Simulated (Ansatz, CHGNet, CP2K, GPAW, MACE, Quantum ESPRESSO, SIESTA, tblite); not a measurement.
# SIESTA runs on random packing of Sn (61 atoms), part 2 of 2

How do the settings of SIESTA change the result for random packing of Sn (61 atoms)? A plane-wave run serves as the yardstick.

Program: SIESTA 5.4.2; the method stands at each step. Banners, paths, timers and routine set-up lines are dropped from the logs unmarked, and long logs keep their key lines alone; longer cuts are marked. The potentials were converted by us to PSML.

So far. Step 3 (PBE, SZP, shift 0.01 Ry, mesh 300 Ry): Against the first run (17 %), the force difference from the reference is 33 %, at 0.74 times the CPU time (on 1 against 2 cores), with 854 basis functions against 1098: the smaller basis costs accuracy. Step 4 (PBE, DZ, shift 0.01 Ry, mesh 300 Ry): Against the first run (17 %), the force difference from the reference is 25 %, at 0.40 times the CPU time (on 1 against 2 cores), with 793 basis functions against 1098: the smaller basis costs accuracy.

**5. PBE, DZP, shift 0.005 Ry, mesh 300 Ry**

Method: Kohn-Sham DFT, PBE, PseudoDojo 0.4.1 norm-conserving pseudopotentials (converted to PSML), numerical atomic orbitals (DZP), diagonalisation.

Input file input.fdf:

```
SystemLabel cell
NumberOfAtoms 61
NumberOfSpecies 1
%block ChemicalSpeciesLabel
  1 50 Sn
%endblock ChemicalSpeciesLabel
LatticeConstant 1.0 Ang
%block LatticeVectors
  11.91370 0.00000 0.00000
  0.00000 11.91370 0.00000
  0.00000 0.00000 11.91370
%endblock LatticeVectors
PAO.BasisSize DZP
PAO.EnergyShift 0.005 Ry
XC.Functional GGA
XC.Authors PBE
MeshCutoff 300 Ry
%block kgrid_Monkhorst_Pack
  1 0 0 0.0
  0 1 0 0.0
  0 0 1 0.0
%endblock kgrid_Monkhorst_Pack
SolutionMethod diagon
OccupationFunction FD
ElectronicTemperature 580 K
SCF.Mixer.Method Pulay
SCF.Mixer.Weight 0.05
SCF.Mixer.History 8
SCF.Mix Hamiltonian
MaxSCFIterations 300
SCF.DM.Tolerance 1e-04
SCF.H.Tolerance 1.0e-3 eV
WriteForces T
Write.HirshfeldPop T
Write.VoronoiPop T
Write.DM F
Write.H F
XML.Write F
AtomicCoordinatesFormat Fractional
%block AtomicCoordinatesAndAtomicSpecies
[... 61 atom lines left out: the same atoms as in the first run ...]
%endblock AtomicCoordinatesAndAtomicSpecies
```

Command:

```
$ OMP_NUM_THREADS=1 mpirun -np 2 siesta < input.fdf > output.txt
```

Log:

```text
Version         : 5.4.2
reinit: System Name:
reinit: System Label: cell
initatom: Reading input for the pseudopotentials and atomic orbitals ----------
Species number:   1 Atomic number:   50 Label: Sn
Ground state valence configuration (from tables):   5s02  5p02  5d00  4f00
---- Processing specs for species: Sn
GGA--PBE XC_GGA_X_PBE--XC_GGA_C_PBE pb
[... lines left out ...]
        iscf     Eharris(eV)        E_KS(eV)     FreeEng(eV)     dDmax    Ef(eV) dHmax(eV)
[... lines left out ...]
SCF Convergence by DM+H criterion
[... lines left out ...]
SCF cycle converged after 18 iterations
[... lines left out ...]
   Max    4.372733
[... lines left out ...]
   Max    4.372733    constrained
Stress tensor Voigt[x,y,z,yz,xz,xy] (kbar):     -162.69     -161.49     -171.48       -0.90       26.49       32.31
[... lines left out ...]
siesta: FreeEng =   -130735.991867
[... lines left out ...]
siesta:         Fermi =      -3.963379
[... lines left out ...]
siesta:     0.020164   -0.100795   -0.000561
siesta:     0.016533   -0.000561   -0.107027
siesta: Cell volume =       1690.985874 Ang**3
siesta: Pressure (static):
siesta:                Solid            Molecule  Units
siesta:           0.00112314          0.00115485  Ry/Bohr**3
siesta:           0.10312217          0.10603330  eV/Ang**3
siesta:         165.21993170        169.88408105  kBar
    Orbital volume contribution        =          77.159981 eV
    (Free)E + p_basis*V_orbitals       =     -130658.831886 eV
    (Free)Eharris+ p_basis*V_orbitals  =     -130658.831881 eV
Hirshfeld Atomic Populations:
Atom #   charge [q] valence [e]  Species
     1    -0.005478   14.005478  Sn
     2     0.018217   13.981783  Sn
     3    -0.013443   14.013443  Sn
[...]
--------------------
 Total    -0.000001
Voronoi Atomic Populations:
Atom #   charge [q] valence [e]  Species
[...]
60    -0.001902   14.001902  Sn
    61     0.002679   13.997321  Sn
--------------------
 Total    -0.000001
```

Wall time 4.4 min (2 MPI ranks of Arm Neoverse V2, shared host); peak memory 2.1 GiB.

Compared with the plane-wave run:

* r.m.s. force component: 1.327 eV/Å
* r.m.s. difference of force components: 162.6 meV/Å
* longest difference of force vectors: 592.7 meV/Å
* force difference over r.m.s. force: 13.8 %
* slope of forces against the reference's: 1.125
* correlation of force components: 0.9987
* pressure: 16.52 GPa
* pressure difference: 1.522 GPa

Against the first run (17 %), the force difference from the reference is 14 %, at 1.5 times the CPU time.

**6. revPBE, PBE potentials, DZP, shift 0.01 Ry, mesh 300 Ry**

Method: Kohn-Sham DFT, revPBE, PseudoDojo 0.4.1 norm-conserving pseudopotentials (converted to PSML), numerical atomic orbitals (DZP), diagonalisation.

Changes to input.fdf since step 5:

```diff
@@ -13,5 +13,5 @@
 PAO.BasisSize DZP
-PAO.EnergyShift 0.005 Ry
+PAO.EnergyShift 0.01 Ry
 XC.Functional GGA
-XC.Authors PBE
+XC.Authors revPBE
 MeshCutoff 300 Ry
```

Log:

```text
Version         : 5.4.2
reinit: System Name:
reinit: System Label: cell
initatom: Reading input for the pseudopotentials and atomic orbitals ----------
Species number:   1 Atomic number:   50 Label: Sn
Ground state valence configuration (from tables):   5s02  5p02  5d00  4f00
---- Processing specs for species: Sn
GGA--PBE XC_GGA_X_PBE--XC_GGA_C_PBE pb
[... lines left out ...]
        iscf     Eharris(eV)        E_KS(eV)     FreeEng(eV)     dDmax    Ef(eV) dHmax(eV)
[... lines left out ...]
SCF Convergence by DM+H criterion
[... lines left out ...]
SCF cycle converged after 19 iterations
[... lines left out ...]
   Max    4.599277
[... lines left out ...]
   Max    4.599277    constrained
Stress tensor Voigt[x,y,z,yz,xz,xy] (kbar):     -172.34     -171.41     -182.46       -0.97       27.21       34.24
[... lines left out ...]
siesta: FreeEng =   -130765.101500
[... lines left out ...]
siesta:         Fermi =      -3.294682
[... lines left out ...]
siesta:     0.021371   -0.106983   -0.000606
siesta:     0.016985   -0.000606   -0.113882
siesta: Cell volume =       1690.985874 Ang**3
siesta: Pressure (static):
siesta:                Solid            Molecule  Units
siesta:           0.00119235          0.00121946  Ry/Bohr**3
siesta:           0.10947693          0.11196569  eV/Ang**3
siesta:         175.40137430        179.38880477  kBar
    Orbital volume contribution        =          60.683177 eV
    (Free)E + p_basis*V_orbitals       =     -130704.418323 eV
    (Free)Eharris+ p_basis*V_orbitals  =     -130704.418324 eV
Hirshfeld Atomic Populations:
Atom #   charge [q] valence [e]  Species
     1    -0.001191   14.001191  Sn
     2     0.014695   13.985305  Sn
     3    -0.017477   14.017477  Sn
[...]
--------------------
 Total     0.000061
Voronoi Atomic Populations:
Atom #   charge [q] valence [e]  Species
[...]
60    -0.011471   14.011471  Sn
    61     0.001886   13.998114  Sn
--------------------
 Total     0.000060
```

Run time: 3.2 min. Hardware: 2 MPI ranks; peak memory 1.8 GiB; 6.3 min of CPU time.

Numbers from this run, and their distance from the reference:

```yaml
r_m_s_force_component: 1.381 eV/Å
r_m_s_difference_of_force_components: 222.8 meV/Å
longest_difference_of_force_vectors: 829.8 meV/Å
force_difference_over_r_m_s_force: 18.92 %
slope_of_forces_against_the_reference_s: 1.169
correlation_of_force_components: 0.9974
pressure: 17.54 GPa
pressure_difference: 2.54 GPa
```

Against the first run (17 %), the force difference from the reference is 19 %, at 1.0 times the CPU time; the model has changed, so this is no error of the program alone.

**7. Another try, on a changed input**

Changes to input.fdf since step 6:

```diff
@@ -13,5 +13,5 @@
 PAO.BasisSize DZP
-PAO.EnergyShift 0.01 Ry
+PAO.EnergyShift 0.3 Ry
 XC.Functional GGA
-XC.Authors revPBE
+XC.Authors PBE
 MeshCutoff 300 Ry
@@ -29,3 +29,3 @@
 SCF.Mix Hamiltonian
-MaxSCFIterations 300
+MaxSCFIterations 60
 SCF.DM.Tolerance 1e-04
```

Log:

```text
Version         : 5.4.2
reinit: System Name:
reinit: System Label: cell
initatom: Reading input for the pseudopotentials and atomic orbitals ----------
Species number:   1 Atomic number:   50 Label: Sn
Ground state valence configuration (from tables):   5s02  5p02  5d00  4f00
---- Processing specs for species: Sn
GGA--PBE XC_GGA_X_PBE--XC_GGA_C_PBE pb
Semicore shell(s) with 10 electrons included in the valence for Sn
Semicore shell(s): 4d
Fallback to non-perturbative polarization scheme for Sn
Please see the manual if this is not desired in principle
Sn pseudopotential only contains V_ls up to l=2 -- lmxkb reset.
Using PAO.SplitTailNorm
%block ChemicalSpeciesLabel
    1   50 Sn                      # Species index, atomic number, species label
%endblock ChemicalSpeciesLabel
[... lines left out ...]
Total number of electrons:   854.000000
[... lines left out ...]
stepf: Fermi-Dirac step function
        iscf     Eharris(eV)        E_KS(eV)     FreeEng(eV)     dDmax    Ef(eV) dHmax(eV)
[... lines left out ...]
SCF Convergence by DM+H criterion
[... lines left out ...]
SCF cycle converged after 24 iterations
[... lines left out ...]
   Max    7.095895
[... lines left out ...]
   Max    7.095895    constrained
Stress tensor Voigt[x,y,z,yz,xz,xy] (kbar):      725.18      659.75      725.42      -20.18       11.63      -26.46
[... lines left out ...]
siesta: Program's energy decomposition (eV):
siesta: Ebs     =     -8063.805525
siesta: Eions   =    143261.485297
siesta: Ena     =      3680.442340
siesta: Ekin    =     82212.616588
siesta: Enl     =    -37500.256166
siesta: DEna    =      2755.517511
siesta: DUscf   =       588.811691
siesta: Ex      =    -35089.752409
siesta: Ec      =     -2107.026213
siesta: Exc     =    -37196.778622
siesta: Eharris =   -128721.131961
siesta: Etot    =   -128721.131955
siesta: FreeEng =   -128721.404366
siesta: Final energy (eV):
siesta:  Band Struct. =   -8063.805525
siesta:       Kinetic =   82212.616588
siesta:       Hartree =   36460.199845
siesta:         Exch. =  -35089.752409
siesta:         Corr. =   -2107.026213
siesta:   Exch.-corr. =  -37196.778622
siesta:  Ion-electron = -141608.140244
siesta:       Ion-ion =  -68589.029522
siesta:         Total = -128721.131955
siesta:         Fermi =       5.501730
siesta: Stress tensor (static) (eV/Ang**3):
siesta:     0.452620   -0.016516    0.007256
siesta:    -0.016516    0.411784   -0.012592
siesta:     0.007256   -0.012592    0.452774
siesta: Cell volume =       1690.985874 Ang**3
siesta: Pressure (static):
siesta:                Solid            Molecule  Units
siesta:          -0.00478196         -0.00486008  Ry/Bohr**3
siesta:          -0.43905940         -0.44623182  eV/Ang**3
siesta:        -703.45071709       -714.94219115  kBar
    Orbital volume contribution        =          12.114275 eV
    (Free)E + p_basis*V_orbitals       =     -128709.290091 eV
    (Free)Eharris+ p_basis*V_orbitals  =     -128709.290096 eV
Hirshfeld Atomic Populations:
Atom #   charge [q] valence [e]  Species
     1    -0.013601   14.013601  Sn
     2     0.025995   13.974005  Sn
     3    -0.008816   14.008816  Sn
[...]
--------------------
 Total    -0.003003
Voronoi Atomic Populations:
Atom #   charge [q] valence [e]  Species
[...]
60     0.036550   13.963450  Sn
    61    -0.007510   14.007510  Sn
--------------------
 Total    -0.002986
```

Wall time 52 s (2 MPI ranks); peak memory 0.8 GiB.

The run converged all the same. The fault in the input: orbitals confined far too tightly (energy shift 0.3 Ry).

Against the reference:

* r.m.s. difference of force components: 2548 meV/Å
* longest difference of force vectors: 8157 meV/Å
* force difference over r.m.s. force: 216.4 %
* slope of forces against the reference's: 0.0465
* correlation of force components: 0.02392

**8. The ladder**

Differences are against the plane-wave reference, forces as r.m.s. over components; share is that over the reference's r.m.s. force, slope the least-squares factor from reference forces to these. Total energies of different programs have different zeros and aren't compared.

| run | Δ force, r.m.s. (meV/Å) | share (%) | slope | Δ pressure (GPa) | cores | CPU time | memory (GiB) |
| --- | --- | --- | --- | --- | --- | --- | --- |
| reference | - | - | - | - | 8 | 2 min | 2.5 |
| SIESTA PBE, DZP, shift 0.01 Ry, mesh 300 Ry | 199 | 16.9 | 1.149 | 1.45 | 2 | 6 min | 1.8 |
| SIESTA PBE, SZP, shift 0.01 Ry, mesh 300 Ry (coarse) | 383 | 32.5 | 1.298 | 2.88 | 1 | 4.5 min | 1.3 |
| SIESTA PBE, DZ, shift 0.01 Ry, mesh 300 Ry (coarse) | 295 | 25.1 | 1.183 | 0.490 | 1 | 2.4 min | 0.96 |
| SIESTA PBE, DZP, shift 0.005 Ry, mesh 300 Ry | 163 | 13.8 | 1.125 | 1.52 | 2 | 8.9 min | 2.1 |
| SIESTA revPBE, PBE potentials, DZP, shift 0.01 Ry, mesh 300 Ry | 223 | 18.9 | 1.169 | 2.54 | 2 | 6.3 min | 1.8 |

Rows marked coarse were listed beforehand as settings not expected to be converged; some can still land near the reference.

CPU time is summed over cores on a shared host, where runs went side by side, so it is rough. Symmetry, cutoffs, thresholds, outputs and thread counts weren't matched or tuned between programs; memory under MPI is the largest rank's times the ranks.

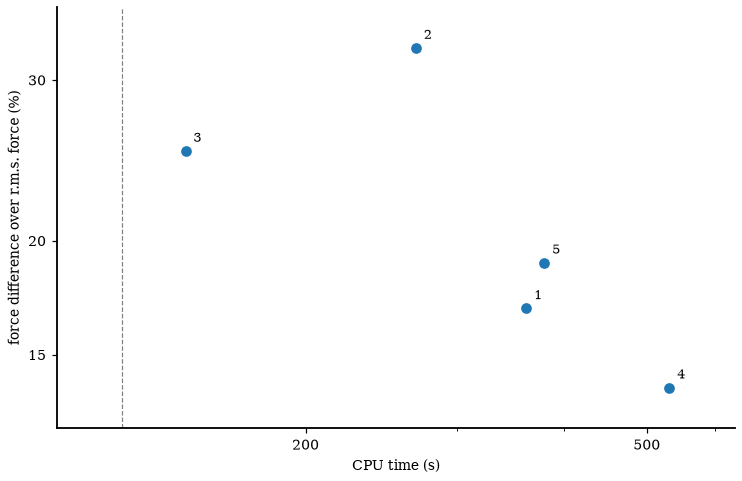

Force difference against CPU time; the dashed line marks the reference's time. Points: 1 SIESTA PBE, DZP, shift 0.01 Ry, mesh 300 Ry; 2 SIESTA PBE, SZP, shift 0.01 Ry, mesh 300 Ry; 3 SIESTA PBE, DZ, shift 0.01 Ry, mesh 300 Ry; 4 SIESTA PBE, DZP, shift 0.005 Ry, mesh 300 Ry; 5 SIESTA revPBE, PBE potentials, DZP, shift 0.01 Ry, mesh 300 Ry.

**9. What came out**

| Item | Value |
| --- | --- |
| nearest in forces | SIESTA PBE, DZP, shift 0.005 Ry, mesh 300 Ry, 14 % |
| its CPU time | 8.9 min |

**Reading.** The PBE runs in local orbitals, coarse settings apart, differ by 14 % (SIESTA PBE, DZP, shift 0.005 Ry, mesh 300 Ry) to 17 % (SIESTA PBE, DZP, shift 0.01 Ry, mesh 300 Ry); basis, grid and potentials can all enter. Rows with another functional or a dispersion term differ by 19 % (SIESTA revPBE, PBE potentials, DZP, shift 0.01 Ry, mesh 300 Ry), which mixes the change of model with differences of basis and potentials, some of them made for another functional. Runs with settings chosen to be coarse differ by 25 % (SIESTA PBE, DZ, shift 0.01 Ry, mesh 300 Ry) to 33 % (SIESTA PBE, SZP, shift 0.01 Ry, mesh 300 Ry), their programs' other errors included. None of the electronic-structure runs in the table takes under half the reference's CPU time of 2 min; they take 1.2 to 4.3 times as much. SIESTA PBE, SZP, shift 0.01 Ry, mesh 300 Ry stiffens the forces by a factor of 1.30 while following their directions (correlation 0.995); the slopes of the 5 SIESTA runs lie between 1.13 and 1.30. In pressure, SIESTA PBE, SZP, shift 0.01 Ry, mesh 300 Ry misses by +2.9 GPa, at the same functional. The reference's pressure of 15 GPa says that the cell would expand at this level of theory. The electronic-structure runs sample only Γ, in a cell whose shortest periodic width is 12 Å, which is coarse for a cell with partly filled levels.

[Also dropped from logs without a mark: logging warnings of Python, and SIESTA's first energy breakdown and zero terms.]

[Logs are printed without paths, hosts, clocks, repeated set-up lines and the standing remarks that a program may print on its own settings, such as how far it seeks lower states.]

[Hosts, paths, dates, database ids (printed as entryN), source tags and the programs' standing remarks are cut or masked in the printed files.]
